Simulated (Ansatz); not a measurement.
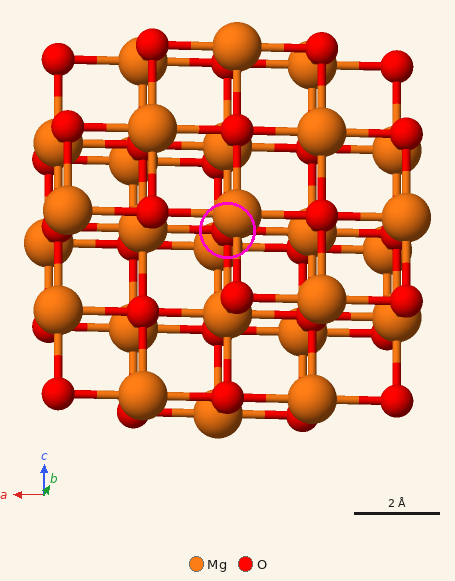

Perfect MgO. The picture is a ball-and-stick view of the atoms within 6.0 Å of one point, in a slice 5.0 Å thick across the line of sight, seen from a free direction.

Computed with DFT, PBE, plane-wave PAW, default files, scalar-relativistic, frozen cores (Ansatz). Settings: plane-wave cutoff 420 eV; k-point mesh 3 × 3 × 3; occupations fermi dirac; smearing width 0.01 eV; no spin polarisation. The axes drawn are those of the host's conventional cell.

An oxygen atom is taken out (a vacancy) at the ringed place, in charge state 0. The supercell has 54 sites, and the atoms are relaxed at the host's cell.

Predict the relaxed surroundings of the defect.

Answer. Around the empty O site the host had 6 Mg at 2.02 Å; after relaxation the nearest atoms are 6 Mg at 2.00 Å. Of the host's atoms, a magnesium atom moves furthest from its site, by 0.02 Å. Relaxing the atoms from the host's sites lowers the energy by 0.02 eV.

The relaxed defect, seen from the same direction:

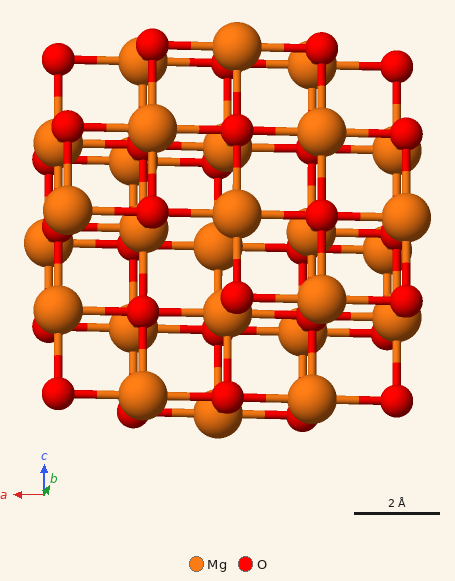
